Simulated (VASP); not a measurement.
# A VASP study of Hf (Hafnium) (r2SCAN + rVV10): structure first, properties next, part 3 of 6

Aim: relax Hf (Hafnium), then compute properties on the relaxed cell. The start is a cell from a database of measured crystal structures.

VASP 6.6.1; r2SCAN with rVV10; plane waves and PAW (Hf_pv).

So far. Step 4 (Single point with fields (r2SCAN + rVV10)): In this run the pressure is 0.00 GPa, small enough to go on. Step 5 (Band structure (r2SCAN + rVV10)): There is no gap at this level.

### 6. Density of states (r2SCAN + rVV10)

Here the states are counted by energy and projected on the atoms. The mesh is finer than in the run before.

File INCAR:

```
SYSTEM = Hf
PREC = Accurate
ENCUT = 400
EDIFF = 1E-06
NELM = 100
ISMEAR = -5
SIGMA = 0.2
LREAL = .FALSE.
ALGO = Normal
METAGGA = R2SCAN
LUSE_VDW = .TRUE.
IVDW_NL = 2
BPARAM = 11.95
CPARAM = 0.0093
LASPH = .TRUE.
NBANDS = 22
LORBIT = 11
LWAVE = .FALSE.
LCHARG = .FALSE.
KPAR = 2
NEDOS = 2001
```

File POSCAR:

```
Hf
1.0
    3.1864262073      0.0000000000      0.0000000000
   -1.5932131036      2.7595260428      0.0000000000
    0.0000000000      0.0000000000      5.0220807124
Hf
2
Direct
    0.3333333333      0.6666666667      0.2500000000
    0.6666666667      0.3333333333      0.7500000000
```

File KPOINTS:

```
Automatic mesh
0
Gamma
12 12 7
0 0 0
```

Potentials, in the order of the species: Hf_pv (PBE family, release 64).

On the command line:

```sh
$ mpirun -np 2 vasp_std
```

What it wrote:

```text
[... set-up lines as in an earlier step ...]
 entering main loop
       N       E                     dE             d eps       ncg     rms          rms(c)
Total rVV10 correction in eV:      0.3886374    22.5152500
Total rVV10 correction in eV:      0.3886374    22.5152500
DAV:   1    -0.155419709863E+02   -0.15542E+02   -0.95312E+03  3384   0.737E+02
DAV:   2    -0.933162591056E+02   -0.77774E+02   -0.74694E+02  4080   0.211E+02
DAV:   3    -0.956296486196E+02   -0.23134E+01   -0.23004E+01  4200   0.254E+01
DAV:   4    -0.956461200246E+02   -0.16471E-01   -0.16442E-01  4104   0.258E+00
DAV:   5    -0.956462691263E+02   -0.14910E-03   -0.14850E-03  4110   0.216E-01    0.720E+01
Total rVV10 correction in eV:      0.3675393    22.5152502
Total rVV10 correction in eV:      0.3675393    22.5152502
DAV:   6    -0.899935907790E+02    0.56527E+01   -0.86841E-01  3956   0.616E+00    0.417E+01
Total rVV10 correction in eV:      0.3477075    22.5152502
Total rVV10 correction in eV:      0.3477075    22.5152502
DAV:   7    -0.899508177158E+02    0.42773E-01   -0.66619E-01  3984   0.479E+00    0.387E+00
Total rVV10 correction in eV:      0.3488048    22.5152502
Total rVV10 correction in eV:      0.3488048    22.5152502
DAV:   8    -0.899526168589E+02   -0.17991E-02   -0.24552E-02  3998   0.820E-01    0.132E+00
Total rVV10 correction in eV:      0.3505451    22.5152502
Total rVV10 correction in eV:      0.3505451    22.5152502
DAV:   9    -0.899509042625E+02    0.17126E-02   -0.84621E-03  3954   0.480E-01    0.161E-01
Total rVV10 correction in eV:      0.3502789    22.5152502
Total rVV10 correction in eV:      0.3502789    22.5152502
DAV:  10    -0.899508416737E+02    0.62589E-04   -0.29257E-04  3958   0.108E-01    0.138E-01
Total rVV10 correction in eV:      0.3503262    22.5152502
Total rVV10 correction in eV:      0.3503262    22.5152502
DAV:  11    -0.899508440564E+02   -0.23827E-05   -0.18555E-05  4090   0.253E-02    0.450E-03
Total rVV10 correction in eV:      0.3503377    22.5152502
Total rVV10 correction in eV:      0.3503377    22.5152502
DAV:  12    -0.899508448207E+02   -0.76425E-06   -0.27143E-07  2778   0.318E-03
Total rVV10 correction in eV:      0.3503416    22.5152502
Total rVV10 correction in eV:      0.3503416    22.5152502
Total rVV10 correction in eV:      0.3503437    22.5152502
Total rVV10 correction in eV:      0.3503437    22.5152502
   1 F= -.89950845E+02 E0= -.89950845E+02  d E =0.000000E+00
 -----------------------------------------------------------------------------
|                                                                             |
|           W    W    AA    RRRRR   N    N  II  N    N   GGGG   !!!           |
|           W    W   A  A   R    R  NN   N  II  NN   N  G    G  !!!           |
|           W    W  A    A  R    R  N N  N  II  N N  N  G       !!!           |
|           W WW W  AAAAAA  RRRRR   N  N N  II  N  N N  G  GGG   !            |
|           WW  WW  A    A  R   R   N   NN  II  N   NN  G    G                |
|           W    W  A    A  R    R  N    N  II  N    N   GGGG   !!!           |
|                                                                             |
|     Tetrahedron method does not include variations of the Fermi             |
|     occupations, so forces and stress will be inaccurate. We suggest        |
|     using a different smearing scheme ISMEAR = 1 or 2 for metals in         |
|     relaxations.                                                            |
|                                                                             |
 -----------------------------------------------------------------------------
```

Run time: 64 s. Hardware: 2 MPI ranks of Intel Xeon 6975P-C (Granite Rapids), shared host; peak memory 0.54 GiB; 2.1 min of CPU time.

Parts of OUTCAR (step 6):

```text
   k-points           NKPTS =     76   k-points in BZ     NKDIM =     76   number of bands    NBANDS=     22

   NELECT =      20.0000    total number of electrons

 E-fermi :   4.9318

 k-point     1 :       0.0000    0.0000    0.0000
  band No.  band energies     occupation
    ...
      4     -26.3652      2.00000
      5     -26.3649      2.00000
      6     -26.3649      2.00000
      7      -2.8982      2.00000
      8       1.0254      2.00000
      9       5.3902     -0.21065
     10       6.2400      0.00000
     11       6.2400      0.00000
     12       6.5951      0.00000
     13       7.1407      0.00000
    ...

  Total       -0.0584053     -0.0584053      0.0205774     -0.0000000      0.0000000     -0.0000000
  in kB       -2.1190464     -2.1190464      0.7465830     -0.0000000      0.0000000     -0.0000000
  external PRESSURE =      -1.1638366 kB  Pullay stress =       0.0000000 kB

 POSITION                                       TOTAL-FORCE (eV/Angst)
 -----------------------------------------------------------------------------------
     -0.00000      1.83968      1.25552         0.000000      0.000000      0.000000
      1.59321      0.91984      3.76656        -0.000000      0.000000      0.000000
 -----------------------------------------------------------------------------------
    total drift:                               -0.000000      0.000000     -0.000000

  FREE ENERGIE OF THE ION-ELECTRON SYSTEM (eV)
  ---------------------------------------------------
  free  energy   TOTEN  =       -89.9508448207 eV

  energy  without entropy=      -89.9508448207  energy(sigma->0) =      -89.95084482

[... 7 parts as in an earlier step ...]

[... 9 further parts left out ...]
```

With tetrahedra the forces and stress of a metal are not exact derivatives of the energy.

This step gave:

```yaml
irreducible_k_points: 76
free_energy_toten: -89.9508 eV
fermi_energy: 4.932 eV
pressure: -0.1164 GPa
dos_at_the_fermi_level: 1.239 states/eV/cell
```

The density of states has structure finer than the step of the table below, so its rows give means over 1 eV, whole bins alone (the curve runs from -12.0 to 2.65 eV). Peaks (eV: height): total -1.2: 3.88, -0.8: 3.11, 0.8: 3.42, 1.8: 3.33; Hf d -1.2: 1.88, -0.8: 1.53, 0.4: 1.95, 1.8: 2.32; Hf p -1.2: 0.686, -0.8: 0.577, 1.0: 0.551; Hf s -3.7: 0.306, -1.2: 0.0574, 1.0: 0.059.

States under -12.0 eV and over 2.6 eV are left out. Table of density of states by energy, zero at the Fermi level; means over each step; values in states/eV/cell:

```
energy (eV)   total     Hf d     Hf p     Hf s
         -9       0        0        0        0
         -8  0.0124        0   2.2e-4  0.00530
         -7   0.140   7.4e-4  0.00764   0.0565
         -6   0.270  0.00642   0.0278   0.0992
         -5   0.426   0.0324   0.0580    0.134
         -4   0.983    0.217    0.112    0.226
         -3    1.47    0.518    0.156    0.196
         -2    1.65    0.788    0.201   0.0530
         -1    2.49     1.21    0.446   0.0294
          0    1.68    0.909    0.275   0.0143
          1    2.92     1.72    0.424   0.0376
          2    2.23     1.55    0.175   0.0167
```

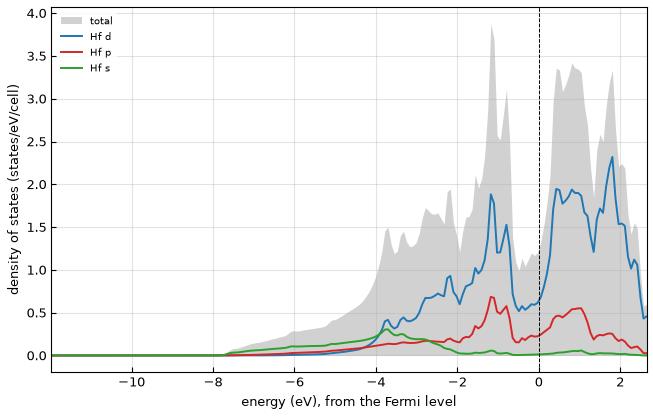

Density of states, plotted against energy.

The finer mesh and the other smearing move the Fermi level by -0.01 eV from the 8×8×5 run, a small shift, which tests the Fermi level alone. Of the states within 0.3 eV of the Fermi level, the largest shares in the PAW spheres are Hf d 52 % and Hf p 18 %. The rest lies in smaller channels or between the spheres.

(Part 3 of 6 ends here.)

[Lines on the potential files, build, host, timing and source positions are cut from VASP's logs without a mark.]

[Logs are printed without paths, hosts, clocks, repeated set-up lines and the standing remarks that a program may print on its own settings, such as how far it seeks lower states.]

[Hosts, paths, dates, database ids (printed as entryN), source tags and the programs' standing remarks are cut or masked in the printed files.]

[Measured values are set beside computed ones only where the two were judged alike; some that the calculation misses by far are left out.]
